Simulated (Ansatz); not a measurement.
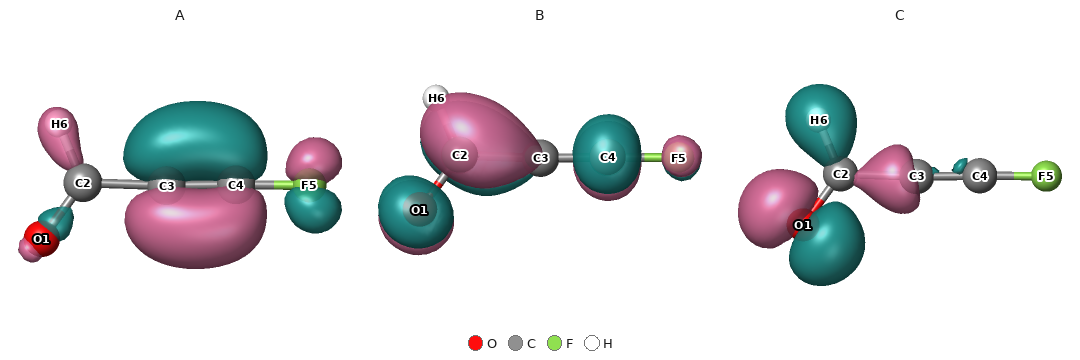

Figure 1: C$_{3}$HFO (SMILES O=CC#CF). Three frontier orbitals at ±0.15 Å⁻³ᐟ² (teal and pink are the two phases), in no order.

Geometry: PBE0-D4/def2-TZVP.

These are results of RKS PBE0-D4/def2-TZVPP (Ansatz 0.2.0), not measurements.

```xyz
6

O     0.4508   -1.5913    1.2754
C    -0.0017   -0.5071    1.0218
C     0.0251    0.0924   -0.2901
C     0.0210    0.6351   -1.3581
F     0.0275    1.1889   -2.4932
H    -0.4805    0.1181    1.7981
```

> Order the three orbitals by energy and name them.

A is the HOMO−1 (−8.83 eV). It lies mainly on C3 (about 40 %), C4 (about 40 %) and F5 (about 10 %); it is symmetric in the molecular plane (an in-plane orbital: σ, lone-pair or in-plane π type). C is the HOMO (−8.19 eV). Its weight (Hirshfeld) is mainly on O1 (about 70 %), C2 (about 15 %), H6 (about 10 %) and C3 (about 10 %); it is symmetric in the molecular plane (an in-plane orbital: σ, lone-pair or in-plane π type); largely a lone pair of O1. B is the LUMO (−1.95 eV). It lies mainly on C2 (about 35 %), O1 (about 25 %), C4 (about 20 %) and C3 (about 10 %); it changes sign across the molecular plane (π type); π-bonding across C2–C3; π-antibonding (a node) across O1–C2 and C3–C4.

> What is the HOMO–LUMO gap?

6.24 eV between the orbital energies.
